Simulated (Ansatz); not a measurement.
## Electronic structure of FH₅W···Cl (doublet) in real space

```yaml
atoms:
  - { symbol: W, position_ang: [-0.1339, -0.1534, 0.2052] }
  - { symbol: F, position_ang: [-0.0380, 0.4208, 1.9774] }
  - { symbol: H, position_ang: [1.0989, -0.2372, -0.9287] }
  - { symbol: H, position_ang: [0.7796, 1.2119, -0.0623] }
  - { symbol: H, position_ang: [-1.7304, -0.2332, -0.3936] }
  - { symbol: H, position_ang: [0.6200, -1.6720, 0.0516] }
  - { symbol: H, position_ang: [-0.4197, 0.7152, -1.2055] }
  - { symbol: Cl, position_ang: [-0.1765, -0.0522, 4.6359] }
```

Core potentials replace the inner electrons of W.

Computed with UKS B3LYP-D4/def2-SVP in Ansatz.

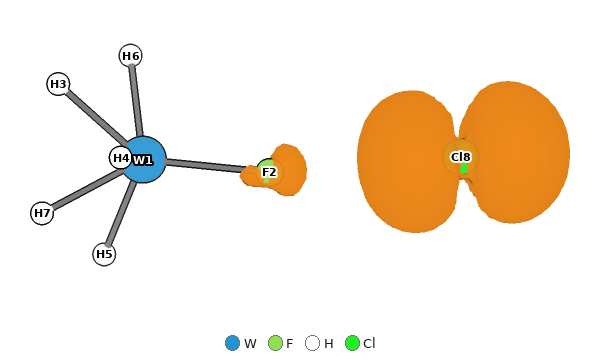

Figure 1. Isosurface of the spin density (α minus β) at +0.03 e/Å³ (orange), seen across its widest extent.

### Where is the unpaired spin?

The unpaired spin (1 electron) lies mostly on Cl8 (about 1.0), in electrons by Hirshfeld's partition.

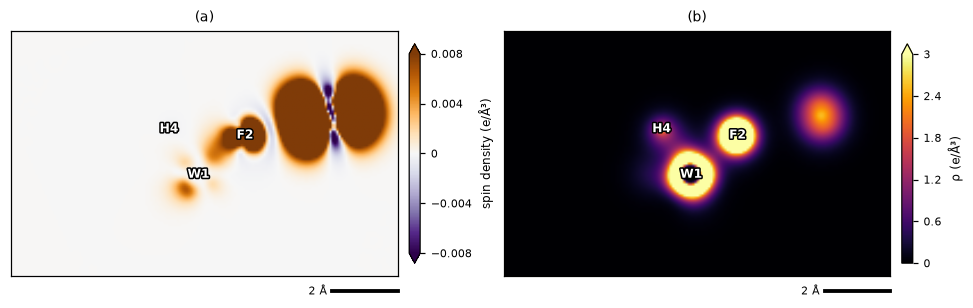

Figure 2. (a) spin density (α minus β); (b) electron density on the plane of atoms F2, W1 and H4.

### Describe what can be read from this map.

- Atoms in the plane: W, F and H.
- W–F (1.87 Å): ρ is about 1 e/Å³ halfway.
- W–H (1.66 Å): ρ at the midpoint is about 1.7 e/Å³.

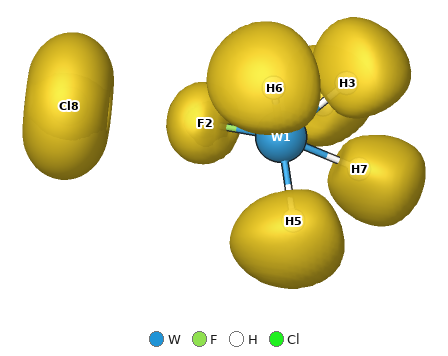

Figure 3. Isosurface of the ELF at 0.75 (yellow), seen at an oblique angle. Core shells and regions of very low density are left out.

### What do the ELF domains correspond to?

The surface consists of five regions around hydrogen nuclei, one region wrapped around Cl (its valence shell) and one region wrapped around F (its valence shell).


Cl8···F2 (2.70 Å): the ELF dips to about 0.05 between them. W–F (1.87 Å): the ELF peaks at about 0.85 in the valence shell of F, 0.5 Å from its nucleus, and drops to about 0.20 between the two atoms.

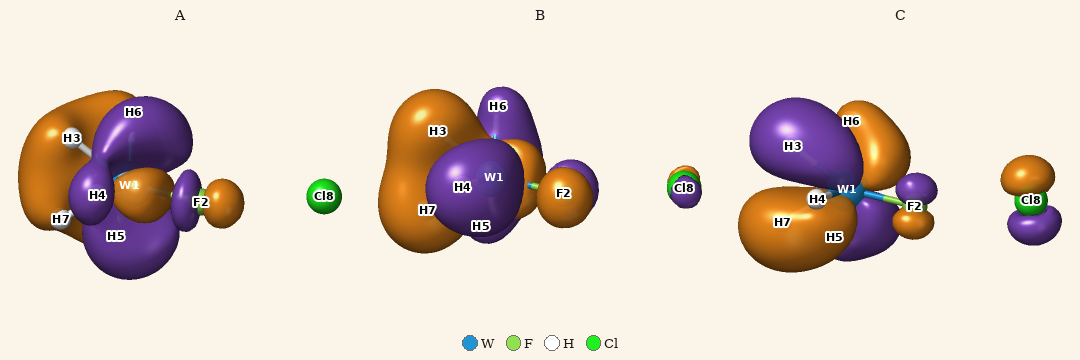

Figure 4. Three frontier orbitals at ±0.08 Å⁻³ᐟ² (orange and purple are the two phases), in no order.

### Which picture is the HOMO−1, the HOMO and the LUMO? All are α orbitals.

C is the HOMO−1 (α) (−8.85 eV). By Hirshfeld shares it lies mainly on W1 (about 50 %), H3 (about 15 %) and H7 (about 15 %). B is the HOMO (α) (−8.42 eV). By Hirshfeld shares it lies mainly on W1 (about 45 %), H4 (about 15 %), H7 (about 10 %), H3 (about 10 %) and F2 (about 10 %). A is the LUMO (α) (−3.24 eV). By Hirshfeld shares it lies mainly on W1 (about 70 %), H5 (about 5 %) and H6 (about 5 %).

### What is the gap between the highest occupied and lowest empty α orbitals?

5.18 eV between the orbital energies.
